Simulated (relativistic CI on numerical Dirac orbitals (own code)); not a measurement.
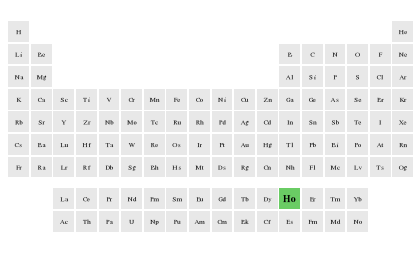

*The place of holmium in the periodic table.*

## Ho⁺: relativistic CI calculation

Ho⁺. Level asked for: Dirac-Coulomb-Breit CI, KLI orbitals optimised for each configuration, model QED (radiative potential, 1s self-energy scaled to tabulated hydrogen-like ionisation energies), numerical settings as typed (relativistic CI on numerical Dirac orbitals, in-house).

## The input
```
atom Ho  Z=67  charge=1  electrons=66
nucleus A=165  rms_radius_fm=5.2022
hamiltonian dirac-coulomb  breit=on  qed=on  c_scale=1
orbitals kli  potential=per-configuration
slater_scale 1
correlation none
mixing on
grid step=0.0125 r_max=129.7
scf mixing=0.4 start=green max_iterations=20 tolerance=1e-06 node_fill=0.2
configurations
  [Xe] 4f11 6s
end
```

The run was one of a batch that the task file lists, launched with:
```bash
python <driver script> task.json out
```

The program writes its results to a structured record and prints no log; tables and figures of this report are taken from that record.

## Outcome

| quantity | value |
| --- | --- |
| outcome | not converged |
| hardware | 1 CPU thread, shared host |

## What went wrong

The run did not meet its convergence test, so its last values are not results. Caveats: SCF of 1s2 2s2 2p6 3s2 3p6 3d10 4s2 4p6 4d10 4f11 5s2 5p6 6s did not converge.
